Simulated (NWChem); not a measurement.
# One shape, several levels: [CF2]+ (SMILES F[C+]F)

Aim: a comparison of 6 runs (UHF/cc-pVTZ, UB3LYP/STO-3G, UB3LYP/6-31G*, U-wB97X/cc-pVTZ, UB3LYP/cc-pVTZ, UCCSD(T)/STO-3G) of [CF2]+. 

The results are computed with NWChem 7.3.0.

2 further runs of the same task are left out: 2 set aside as unsound or not needed. Runs told in other sessions of the task aren't counted.

## 1. The structure to begin with

The species is [CF2]+ (3 atoms), meant as a doublet with charge +1. As SMILES, `F[C+]F`. Geometry: relaxed at PBE0-D4/def2-TZVP.

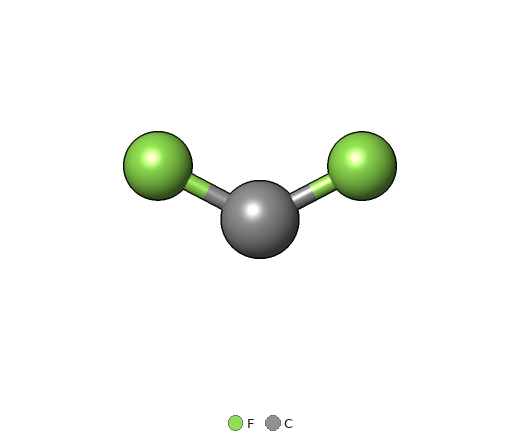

Viewed from a chosen angle; fluorine green, carbon grey.

## 2. Energy and forces at UHF/cc-pVTZ (run 1)

Input file geom.nw:

```
start geom
title "CF2"
memory total 2200 mb
charge 1
geometry units angstroms noautosym nocenter noautoz
  F        0.379110       0.972980       0.316190
  C        0.275710      -0.221360       0.127270
  F       -0.654830      -0.751620      -0.443470
end
basis spherical bse
  * library cc-pVTZ
end
scf
  nopen 1
  uhf
  thresh 1e-08
  maxiter 80
  print low
end
task scf gradient
```

On the command line:

```console
$ nwchem geom.nw > geom.out
```

Standard output:

```text
[...]
  functions       =    90
[...]
  wavefunction    = UHF
[...]
         Total SCF energy =   -236.381327533311
      One electron energy =   -452.601282466136
      Two electron energy =    149.186693384008
 Nuclear repulsion energy =     67.033261548817
                       Sz =      0.5000
                 Sz(Sz+1) =      0.7500
                      S^2 =      0.7557
[...]
                         UHF ENERGY GRADIENTS
    atom               coordinates                        gradient
                 x          y          z           x          y          z
   1 F       0.716414   1.838666   0.597512    0.004103   0.030817   0.005665
   2 C       0.521016  -0.418310   0.240505    0.019403  -0.015581   0.008956
   3 F      -1.237449  -1.420356  -0.838037   -0.023506  -0.015237  -0.014621
 Task  times  cpu:       29.7s     wall:       29.7s
 Total times  cpu:       29.7s     wall:       29.7s
```

Run time: 30 s. Hardware: 1 thread of Intel Xeon Platinum 8259CL at 2.50GHz (Skylake/Cascade Lake), shared host; peak memory 0.12 GiB.

## 3. Energy and gradient at UB3LYP/STO-3G (run 2)

Input file run.nw:

```
start run
memory 2200 mb
charge 1

geometry units angstrom noautosym nocenter noautoz
F        0.379110       0.972980       0.316190
C        0.275710      -0.221360       0.127270
F       -0.654830      -0.751620      -0.443470
end

basis spherical bse
* library STO-3G
end

dft
xc b3lyp
mult 2
grid xfine
convergence energy 1e-08
maxiter 100
mulliken
end

task dft gradient
```

On the command line:

```console
$ nwchem run.nw > run.out
```

Standard output:

```text
[...]
          Wavefunction type:  spin polarized.
          No. of atoms     :     3
          No. of electrons :    23
[...]
          Charge           :     1
          Spin multiplicity:     2
[...]
          AO basis - number of functions:    15
[...]
              XC Information
              --------------
                         B3LYP Method XC Potential
                     Hartree-Fock (Exact) Exchange  0.200
                        Slater Exchange Functional  0.800 local
                    Becke 1988 Exchange Functional  0.720 non-local
              Lee-Yang-Parr Correlation Functional  0.810
                  VWN I RPA Correlation Functional  0.190 local
[...]
 d= 0,ls=0.0,diis     1   -233.7715320700 -3.01D+02  7.09D-02  2.87D-01     0.4
[...]
 d= 0,ls=0.0,diis     9   -233.9895949029 -3.66D-10  1.01D-07  1.34D-12     2.8
[...]
         Total DFT energy =     -233.989594902939
      One electron energy =     -447.700437155320
           Coulomb energy =      172.417785481556
    Exchange-Corr. energy =      -25.740204777992
 Nuclear repulsion energy =       67.033261548817
[...]
      <S2> =      0.7521 (Exact =     0.7500)
[...]
  wavefunction    = open shell
                         DFT ENERGY GRADIENTS
    atom               coordinates                        gradient
                 x          y          z           x          y          z
   1 F       0.716414   1.838666   0.597512   -0.016640  -0.153574  -0.026133
   2 C       0.521016  -0.418310   0.240505   -0.101846   0.081763  -0.047014
   3 F      -1.237449  -1.420356  -0.838037    0.118486   0.071811   0.073147
[...]
```

Wall time 3.9 s (1 thread of Intel Xeon Platinum 8259CL at 2.50GHz (Skylake/Cascade Lake), shared host); peak memory 0.11 GiB.

## 4. Energy and gradient at UB3LYP/6-31G(d) (Cartesian functions) (run 3)

Input file cf2.xyz:

```xyz
3
CF2
F      0.379110     0.972980     0.316190
C      0.275710    -0.221360     0.127270
F     -0.654830    -0.751620    -0.443470
```

Input file run.py:

```python
from ase.io import read
from ase.calculators.nwchem import NWChem

mol = read('cf2.xyz')

calc = NWChem(
    label='cf2',
    theory='dft',
    memory='2200 mb',
    basis='6-31G*',
    charge=1,
    dft={'xc': 'b3lyp', 'mult': '2', 'grid': 'xfine', 'convergence': 'energy 1e-08', 'iterations': '100', 'mulliken': None},
)
mol.calc = calc

forces = mol.get_forces()
print(f"energy = {mol.get_potential_energy():.6f} eV")
print("forces (eV/A):")
for s, f in zip(mol.symbols, forces):
    print(f"{s:2s} {f[0]:10.5f} {f[1]:10.5f} {f[2]:10.5f}")
```

On the command line:

```console
$ export ASE_NWCHEM_COMMAND="nwchem PREFIX.nwi > PREFIX.nwo"
$ python run.py
```

Standard output:

```text
energy = -6456.828626 eV
forces (eV/A):
F     0.12166    1.16420    0.19566
C     0.77838   -0.62447    0.35934
F    -0.90004   -0.53973   -0.55500
```

The calculator wrote cf2.nwi:

```
title "cf2"

permanent_dir cf2

scratch_dir cf2

start cf2

geometry units angstrom nocenter noautosym noautoz
  F  3.7911000000000000e-01 9.7297999999999996e-01 3.1619000000000003e-01
  C  2.7571000000000001e-01 -2.2136000000000000e-01 1.2726999999999999e-01
  F  -6.5483000000000002e-01 -7.5161999999999995e-01 -4.4346999999999998e-01
end

charge 1

memory 2200 mb

basis noprint
   * library 6-31G*
end

dft
  xc b3lyp
  mult 2
  grid xfine
  convergence energy 1e-08
  iterations 100
  mulliken
end

task dft gradient
```

cf2.nwo:

```text
Northwest Computational Chemistry Package (NWChem) 7.3.0
             --------------------------------------------------------

           Job information
           ---------------

    nwchem branch   = 7.3.0
    use scalapack   = T
    input           = cf2.nwi
    prefix          = cf2.
    data base       = cf2/cf2.db
    status          = startup
    nproc           =        1

           Memory information
           ------------------

[... 5 lines left out ...]
    hardfail = no
[... 102 lines left out ...]
          Convergence on energy requested:  1.00D-08
[... 28 lines left out ...]
          total energy or number of iterations.
[... 80 lines left out ...]
      One electron energy =     -452.485814571991
[... 747 lines left out ...]
          Convergence on energy requested:  1.00D-08
[... 28 lines left out ...]
          total energy or number of iterations.
[... 34 lines left out ...]
                 ----------------------------------------
                 |  Time  |  1-e(secs)   |  2-e(secs)   |
                 ----------------------------------------
                 |  CPU   |       0.00   |       0.40   |
                 ----------------------------------------
                 |  WALL  |       0.00   |       0.40   |
                 ----------------------------------------

 Task  times  cpu:        9.9s     wall:        9.9s
 Total times  cpu:       10.0s     wall:       10.0s
```

It took 11 s on 1 thread of Intel Xeon Platinum 8259CL at 2.50GHz (Skylake/Cascade Lake), shared host; peak memory 0.12 GiB.

Runs 4 to 5 aren't shown in full; the table further down has their settings and results.

## 5. A single-point energy at UCCSD(T)/STO-3G (run 6)

Input file run.py:

```python
from ase import Atoms
from ase.calculators.nwchem import NWChem

mol = Atoms(['F', 'C', 'F'], positions=[
    [0.379110, 0.972980, 0.316190],
    [0.275710, -0.221360, 0.127270],
    [-0.654830, -0.751620, -0.443470],
])

calc = NWChem(
    label='input',
    theory='tce',
    memory='2200 mb',
    basis='STO-3G',
    basispar='spherical bse',
    charge=1,
    scf={'nopen': '1', 'uhf': None, 'thresh': '1e-08', 'maxiter': '80'},
    tce={'scf': None, 'ccsd(t)': None, 'freeze': 'core 3', 'maxiter': '60'},
    task='energy',
)
mol.calc = calc

e = mol.get_potential_energy()
print(f"E = {e:.6f} eV")
```

On the command line:

```console
$ export ASE_NWCHEM_COMMAND="nwchem PREFIX.nwi > PREFIX.nwo"
$ python run.py
```

Standard output:

```text
E = -6346.508231 eV
```

The calculator wrote input.nwi:

```
title "input"

permanent_dir input

scratch_dir input

start input

geometry units angstrom nocenter noautosym noautoz
  F  3.7911000000000000e-01 9.7297999999999996e-01 3.1619000000000003e-01
  C  2.7571000000000001e-01 -2.2136000000000000e-01 1.2726999999999999e-01
  F  -6.5483000000000002e-01 -7.5161999999999995e-01 -4.4346999999999998e-01
end

charge 1

memory 2200 mb

basis spherical bse noprint
   * library STO-3G
end

scf
  nopen 1
  uhf
  thresh 1e-08
  maxiter 80
end
tce
  scf
  ccsd(t)
  freeze core 3
  maxiter 60
end

task tce energy
```

input.nwo:

```text
Northwest Computational Chemistry Package (NWChem) 7.3.0
             --------------------------------------------------------

           Job information
           ---------------

    nwchem branch   = 7.3.0
    use scalapack   = T
    input           = input.nwi
    prefix          = input.
    data base       = input/input.db
    status          = startup
    nproc           =        1

           Memory information
           ------------------

[... 5 lines left out ...]
    hardfail = no
[... 115 lines left out ...]
         Quadratically convergent UHF
[... 18 lines left out ...]
         Total SCF energy =   -233.093129746175
[... 2 lines left out ...]
 Nuclear repulsion energy =     67.033261548817
[... 47 lines left out ...]
                    UHF Final Alpha Molecular Orbital Analysis
[... 428 lines left out ...]
 CCSD total energy / hartree       =      -233.217909074683604
[... 12 lines left out ...]
 CCSD[T]  correction energy / hartree =        -0.014869573995813
 CCSD[T] correlation energy / hartree =        -0.139648902504698
 CCSD[T] total energy / hartree       =      -233.232778648679414
 CCSD(T)  correction energy / hartree =        -0.011968500670470
 CCSD(T) correlation energy / hartree =        -0.136747829179355
 CCSD(T) total energy / hartree       =      -233.229877575354067

 Task  times  cpu:        0.5s     wall:        0.5s
 Total times  cpu:        0.6s     wall:        0.6s
```

Run time: 1.8 s. Hardware: 1 thread of Intel Xeon Platinum 8259CL at 2.50GHz (Skylake/Cascade Lake), shared host; peak memory 0.1 GiB.

## 6. The series

```csv
run,level,iteration cap,module,energy (Eh),⟨S²⟩,largest force (eV/Å),wall time
1,UHF/cc-pVTZ,80,scf,-236.381328,0.756,1.625,30 s
2,UB3LYP/STO-3G,100,dft,-233.989595,0.752,8.056,3.9 s
3,UB3LYP/6-31G* (Cartesian functions),100,dft,-237.284077,0.752,1.187,11 s
4,U-wB97X/cc-pVTZ,100,dft,-237.327790,0.753,0.242,2 min
5,UB3LYP/cc-pVTZ,100,dft,-237.379711,0.753,0.475,27 s
6,UCCSD(T)/STO-3G,80,tce,-233.229878,0.757,–,1.8 s
```

## 7. Outcome

| quantity | value |
| --- | --- |
| run 6: total energy | -233.22988 Eh |
| run 6: HOMO energy (Hartree–Fock orbitals) (highest over α and β) | -22.53 eV |
| run 6: LUMO energy (Hartree–Fock orbitals) (lowest over α and β) | -6.08 eV |
| run 6: correlation energy (3 core orbitals frozen) | -136.7 mEh |
| run 6: (T) correction | -11.97 mEh |
| run 6: ⟨S²⟩ of the reference determinant | 0.757 |

**Reading.** Totals of different functionals can't be ranked against each other. In runs 2, 6 the basis is minimal, so the values are rough. All runs together took 3.2 min, the longest 2 min.
